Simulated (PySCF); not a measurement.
**H$_{4}$O$_{4}$Ti (charge +1, doublet): density, localisation and related maps**

```tsv
atom	x (Å)	y (Å)	z (Å)
Ti	0.1821	0.0586	0.1507
O	-0.1371	0.1877	1.8294
H	-0.0233	0.3146	2.7829
O	1.7937	0.2437	-0.4000
H	2.7542	0.3634	-0.4352
O	-1.1379	0.9120	-0.8682
H	-1.1374	1.0932	-1.8271
O	-0.7065	-1.3240	-0.7516
H	-1.5751	-1.7140	-0.5368
```

Geometry: PBE0-D3(BJ)/def2-SVP.

Theory: PySCF 2.14.0, density-fitted response routines, DFT single point, gas phase, functional PBE0.

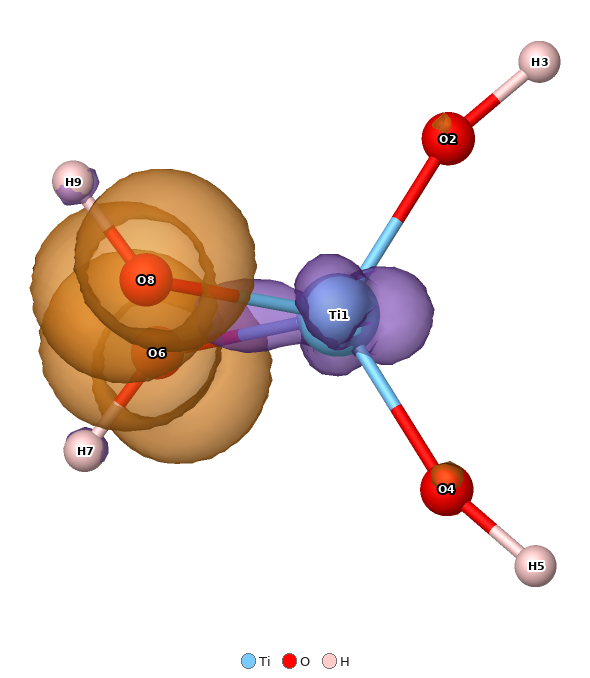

Figure 1. Isosurfaces of the spin density (α minus β) at +0.03 (orange) and −0.03 e/Å³ (purple), seen across its widest extent.

Describe the spin distribution.

The unpaired spin (1 electron) lies mostly on O8 (about 0.5) and O6 (about 0.5), in electrons by Hirshfeld's partition, with opposite, polarisation-induced spin on Ti1.

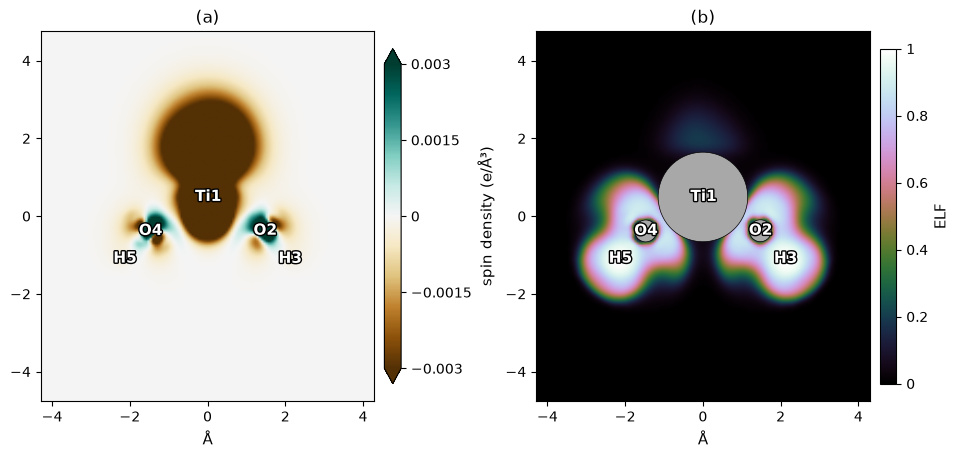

Figure 2. (a) spin density (α minus β); (b) electron localisation function on the plane of atoms Ti1, O2 and H3. Grey discs cover the atomic cores in the ELF map.

Interpret the plot.

- The plane passes through Ti, O and H nuclei.
- Ti–O (1.71 Å): the ELF peaks at about 0.80 in the valence shell of O, 0.5 Å from its nucleus, and drops to about 0.20 between the two atoms.
- O–H (0.97 Å): the ELF climbs to about 1 towards the hydrogen, as it does in any bond to H; a covalent bond by its length.
